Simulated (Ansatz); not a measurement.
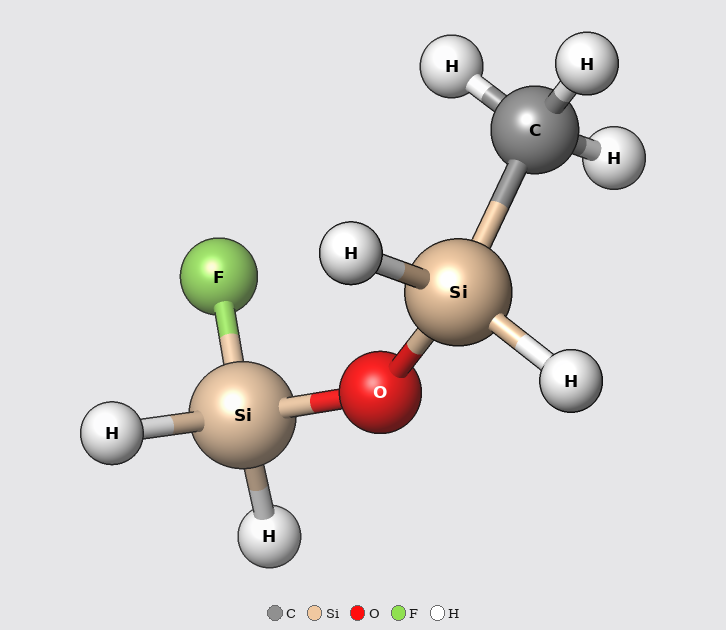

Rendered structure (ball-and-stick style).

The computed structure is the end point of a PBE0-D4/def2-TZVP optimisation.

Describe the molecule.

It has 12 atoms: 1 carbon, 7 hydrogen, 1 fluorine, 1 oxygen and 2 silicon (CH₇FOSi₂). As SMILES it reads `C[SiH2]O[SiH2]F`. It has no ring. Among its groups: Si–H bond, Si–O bond. This geometry has C1 symmetry. Coordination: 1 C tetrahedral; 2 Si tetrahedral; 1 O bent.

The parts below concern this one geometry. Atoms keep their numbers from picture to picture.

### Shape

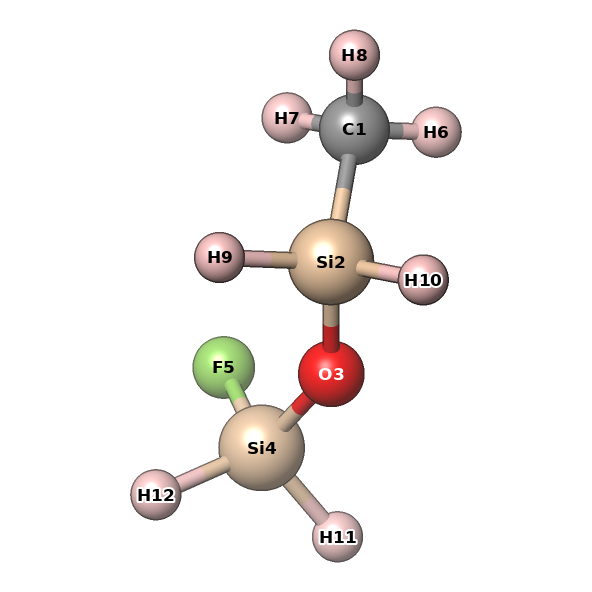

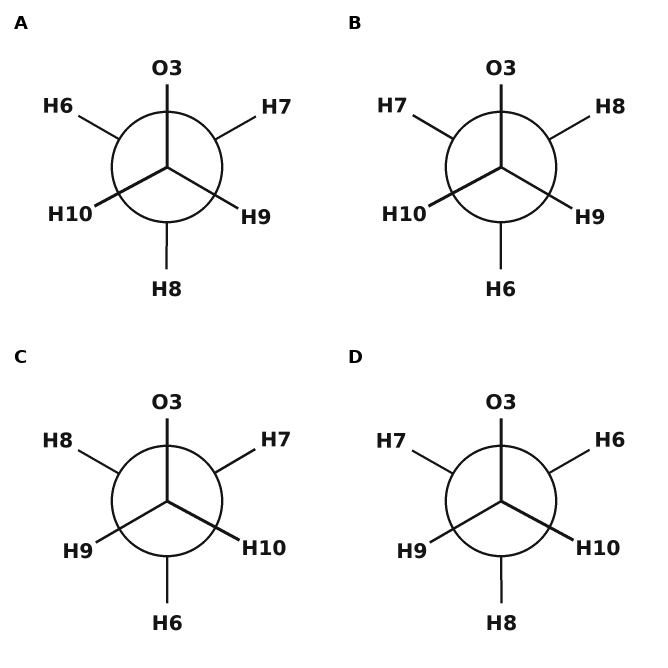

Distant atoms are faded towards the background colour. Bonds that would overlap in a projection are set slightly apart.

Which Newman projection shows the view along Si2–C1, with Si2 in front?

Answer. A. The torsion angle O3–Si2–C1–H6 is −60°, synclinal (gauche).

### Levels of theory compared

Program: Ansatz 0.2.0.

At this fixed geometry, give HOMO energy (eV), dipole (D), HOMO–LUMO gap (eV) at these levels: B3LYP-D4/def2-TZVPP; PBE-D4/def2-TZVPP; r2SCAN-D4/def2-TZVPP; ωB97M-V/def2-TZVPP.

| level | HOMO energy (eV) | dipole (D) | HOMO–LUMO gap (eV) |
| --- | --- | --- | --- |
| B3LYP-D4/def2-TZVPP | −8.57 | 0.86 | 8.75 |
| PBE-D4/def2-TZVPP | −7.35 | 0.85 | 6.87 |
| r2SCAN-D4/def2-TZVPP | −7.70 | 0.85 | 7.64 |
| ωB97M-V/def2-TZVPP | −11.05 | 0.85 | 13.13 |

### Charges

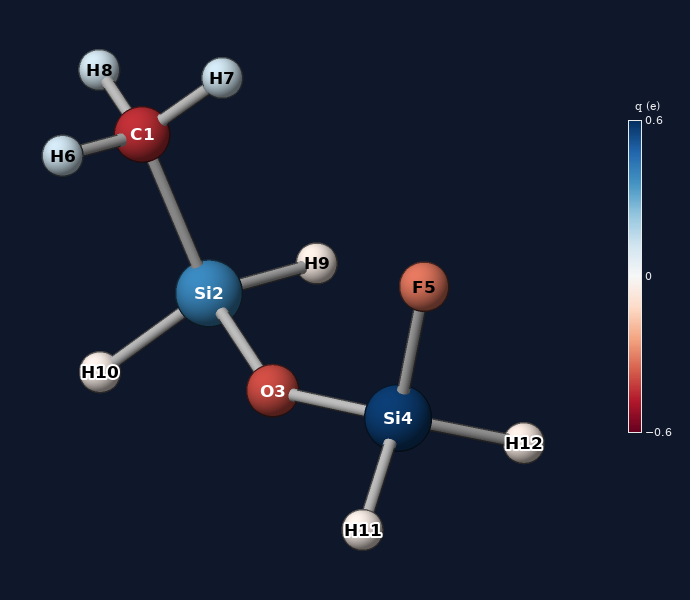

Atoms are coloured by their Mulliken charges. Properties computed with RKS ωB97M-V/def2-TZVPP (Ansatz 0.2.0).

Which atom carries the highest charge (most positive or least negative)?

Answer. Si4 (0.57 e).

And the lowest?

Answer. C1 (−0.44 e).

Give the Mulliken charges atom by atom.

```
atom  value (e)
  C1      −0.44
 Si2       0.39
  O3      −0.39
 Si4       0.57
  F5      −0.32
  H6       0.12
  H7       0.12
  H8       0.12
  H9      −0.04
 H10      −0.04
 H11      −0.04
 H12      −0.05
```

### Vibrations

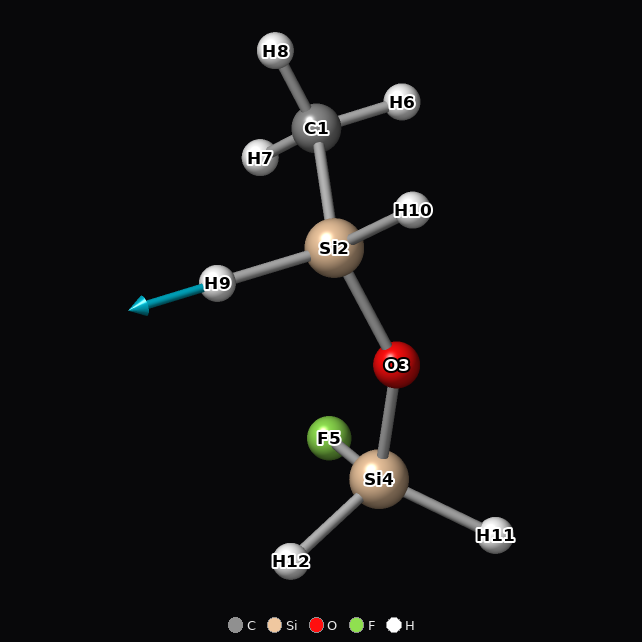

The arrows show one normal mode. Harmonic vibrations computed with RKS PBE0-D4/def2-TZVP (Ansatz 0.2.0) at a stationary point of the same level.

Describe the motion.

Answer. Mostly Si–H stretching.

At what wavenumber does it lie?

Answer. 2210 cm⁻¹; it is mode 24 of 30 counted from the lowest.

Mulliken values depend strongly on the basis set and can even reverse the polarity of a bond.
